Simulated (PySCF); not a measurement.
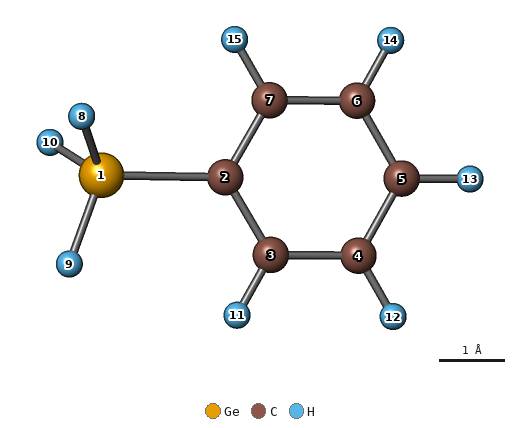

**Figure 1.** The structure as given in the input (ball-and-stick view, seen at a tilt; atoms are numbered from 1 in the order of the input). Sticks mark near contacts.

# Run report: C6H8Ge, geometry relaxation

C6H8Ge (phenylgermane), SMILES [GeH3][c]1ccccc1, computed with PBE0-D3(BJ)/def2-SVP geometry optimisation, gas phase (PySCF 2.14.0).

**Log**
```
step   0  E = -2309.48430120  max force = 0.016278
step   1  E = -2309.48762982  max force = 0.004258
step   2  E = -2309.48781297  max force = 0.000673
step   3  E = -2309.48781196  max force = 0.000797
step   4  E = -2309.48781614  max force = 0.000180
optimisation converged
```

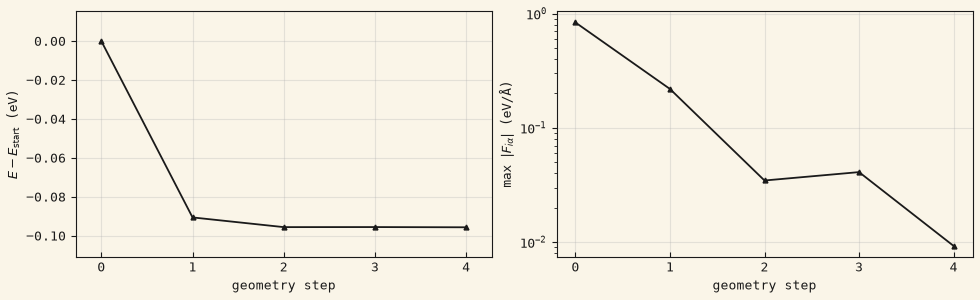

**Figure 2.** Progress of the relaxation, step by step (steps are counted from 0).

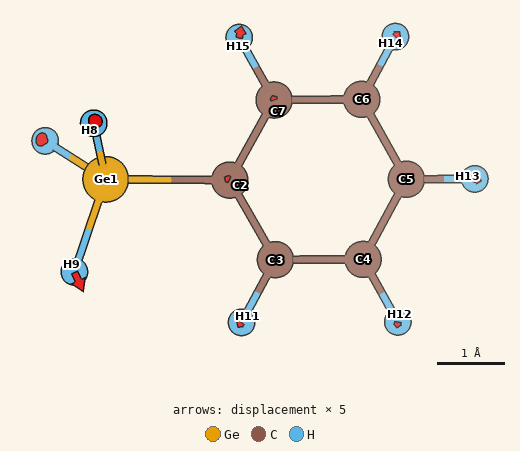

**Figure 3.** The starting structure with the displacements as red arrows, magnified 5 times (ball-and-stick view, seen at a tilt). The two geometries are laid on each other by the best rigid fit. The largest move after the best rigid fit is that of H9, 0.068 Å. By element the largest moves are H 0.068 Å, C 0.021 Å, Ge 0.013 Å. Among the contacts that change: Ge1–H9 1.494 → 1.539 Å, Ge1–H10 1.496 → 1.541 Å, C2–C3 1.389 → 1.401 Å, C3–C4 1.384 → 1.395 Å. After 4 geometry steps the energy has fallen by 0.096 eV. The largest force component goes from 0.84 to 0.0093 eV/Å. (Atoms are counted from 1 in the order of the input.)

This output came from the following input.

**Input**
```
{"job": {"xc": "PBE0", "basis": "def2-SVP", "d3": "d3bj", "grid": 1, "kind": "geom"}, "charge": 0, "multiplicity": 1}
Ge     2.505711    -0.011825     0.164375
C      0.559259    -0.010209     0.022026
C     -0.144175    -1.176794    -0.248828
C     -1.525208    -1.167307    -0.332649
C     -2.221119     0.014780    -0.145733
C     -1.531511     1.186359     0.120993
C     -0.151479     1.170768     0.202594
H      3.122234     1.005809    -0.742076
H      3.062203    -1.353954    -0.184719
H      2.954003     0.328535     1.550809
H      0.400134    -2.101176    -0.395802
H     -2.060377    -2.082416    -0.543534
H     -3.299808     0.023805    -0.207506
H     -2.071878     2.111494     0.264035
H      0.388787     2.086111     0.410275
```

The first line tells a small driver script what to run in PySCF; the rest is the geometry in Å.

**Results in brief**

| quantity | value |
| --- | --- |
| outcome | converged |
| total energy | −2309.487816 hartree |
| dipole moment | 0.75 D |
| point group | C1 |
| hardware | 1 CPU thread, shared host |
| wall time | 1.7 min |
| peak memory | 0.61 GiB |
